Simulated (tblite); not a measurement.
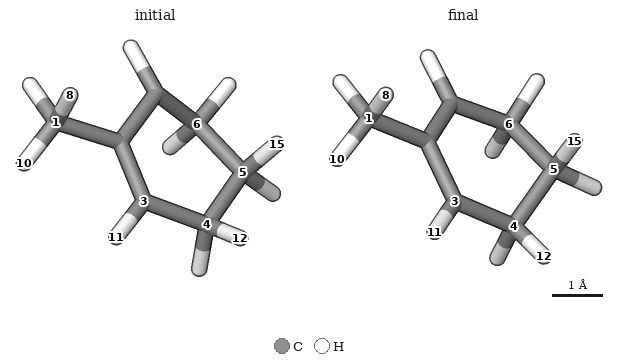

The structure of C7H11 (multiplicity 2) before (left) and after (right) a relaxation, at one scale.

The picture is a stick view, seen at a tilt.

Level of theory: GFN2-xTB geometry optimisation, gas phase in tblite. 

> Describe what moved and what it gained.

The largest move after the best rigid fit is that of an H atom, 0.47 Å. Largest moves by element: H 0.47 Å, C 0.47 Å. Near-neighbour distances that change, for instance: C–C 1.478 → 1.379 Å, C–C 1.315 → 1.380 Å, C–H 1.129 → 1.090 Å, C–H 1.102 → 1.079 Å. Among the angles between lasting bonds that change: C–C–C 112.4° → 121.5°, C–C–H 116.6° → 109.5°, C–C–H 105.0° → 110.1°. After 63 geometry steps the energy has fallen by 15.3 kcal/mol. The run took 0.37 s on 1 thread of Arm Neoverse V1, with other jobs on the host.
